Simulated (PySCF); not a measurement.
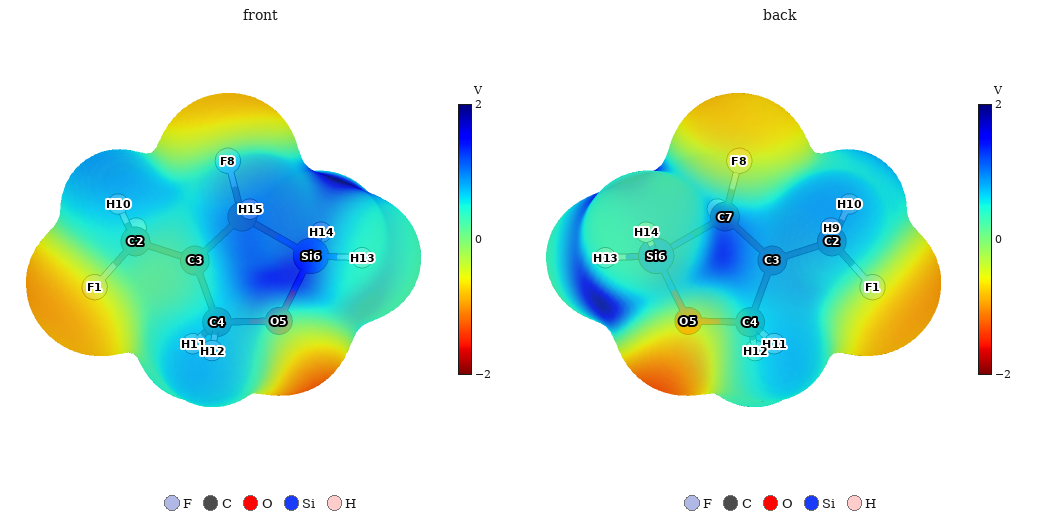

C₄H₇F₂OSi (doublet). The electrostatic potential painted on the density surface at 0.002 e/bohr³, seen from the front and from behind; the colour scale runs from red (negative) to blue (positive).

Geometry: GFN2-xTB.

These are results of PySCF 2.14.0, density-fitted response routines, UKS B3LYP, pcH-1 on C F H O Si, non-relativistic, mean-field spin-orbit, GIAO, not measurements.

```xyz
15

F     2.7936   -0.6554   -0.0957
C     1.7941   -0.1695    0.7156
C     0.5908    0.1881   -0.0725
C     0.1795   -0.6142   -1.2562
O    -1.2322   -0.7525   -1.2876
Si   -2.0650   -0.0046   -0.1058
C    -0.5004    0.9736    0.5251
F    -0.3631    1.0809    1.9024
H     1.5960   -0.9627    1.4582
H     2.1956    0.7037    1.2440
H     0.6347   -1.6116   -1.2327
H     0.4776   -0.1398   -2.2022
H    -3.0527    0.8725   -0.7112
H    -2.5298   -0.9121    0.9339
H    -0.5231    2.0117    0.1628
```

Question: Where is the surface potential most negative and most positive?

Answer: The most negative region (about −1.2 V, or −28 kcal/mol for a unit charge) lies over O5, the most positive (about +1.8 V, or +42 kcal/mol for a unit charge) over Si6. O5 is the likeliest acceptor of a hydrogen bond.
